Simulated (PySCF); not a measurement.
**C8H7OP (SMILES COc1ccc(C#P)cc1): density, localisation and related maps**

```xyz
17

C    -2.9828    0.2248   -0.2114
O    -1.9956   -0.7771   -0.2138
C    -0.7045   -0.4238    0.0239
C     0.2235   -1.4704    0.0072
C     1.5561   -1.2300    0.2350
C     2.0094    0.0731    0.4888
C     3.3662    0.3210    0.7205
P     4.8808    0.5862    0.9765
C     1.0775    1.1149    0.5042
C    -0.2620    0.8728    0.2748
H    -3.0495    0.7217    0.7618
H    -2.7999    0.9716   -0.9906
H    -3.9214   -0.2867   -0.4178
H    -0.1362   -2.4681   -0.1891
H     2.2672   -2.0428    0.2207
H     1.4157    2.1226    0.6986
H    -0.9516    1.7023    0.2941
```

Geometry: GFN2-xTB.

These are results of PBE0/pcSseg-1, SCF density, gas phase, non-relativistic in PySCF 2.14.0, not measurements.

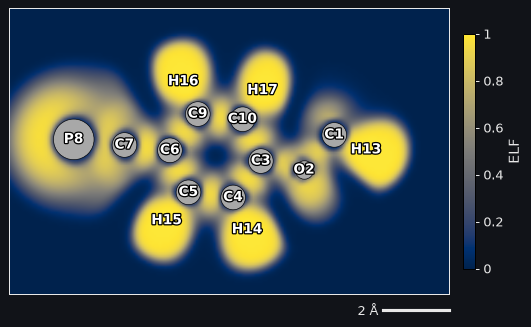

Figure 1. Electron localisation function on the plane of atoms C6, C5 and H15. Grey discs cover the atomic cores.

### Interpret the plot.

The plane passes through C, O, P and H nuclei. C–O (1.36 Å): the ELF peaks at about 0.90 between the atoms: a shared but strongly polarised pair. C–C (1.37 Å): the ELF peaks at about 0.95 between the atoms, as expected for localised, covalent bonding. C–P (1.56 Å): the ELF peaks at about 0.90 between the atoms, as expected for localised, covalent bonding. C–H (1.08 Å): the ELF climbs to about 1 towards the hydrogen, as it does in any bond to H (an ordinary covalent bond to hydrogen). C–O (1.41 Å): the ELF peaks at about 0.90 between the atoms (a polar covalent bond). The ELF also peaks beside O2 and P8, away from the bonds: lone-pair regions.

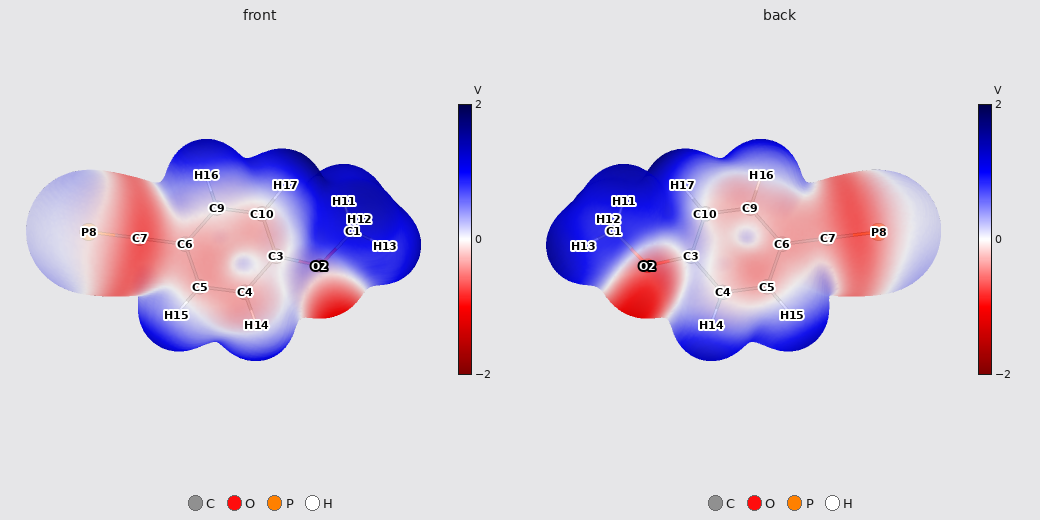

Figure 2. The electrostatic potential painted on the density surface at 0.004 e/bohr³, seen from the front and from behind; red is negative and blue positive.

### Which sites attract a positive test charge, and which a negative one?

A positive charge is drawn to the negative regions and a negative charge to the positive ones. The most negative region (about −1.1 V, or −25 kcal/mol for a unit charge) lies over O2, the most positive (about +1.6 V, or +37 kcal/mol for a unit charge) over H17. O2 is the likeliest acceptor of a hydrogen bond.

### What dipole moment does the calculation give?

Its dipole moment is 3.51 D.
